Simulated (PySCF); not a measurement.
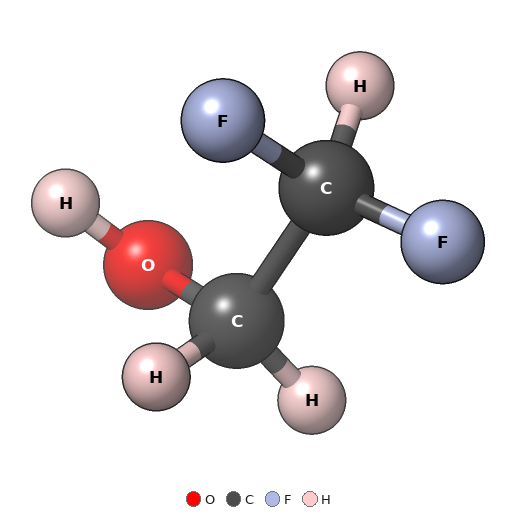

Orthographic view. Atoms fade into the background with distance from the viewer. Geometry: a frame of a GFN2-xTB molecular-dynamics simulation, not a minimum.

Q: Give the standard InChI.

A: InChI=1S/C2H4F2O/c3-2(4)1-5/h2,5H,1H2
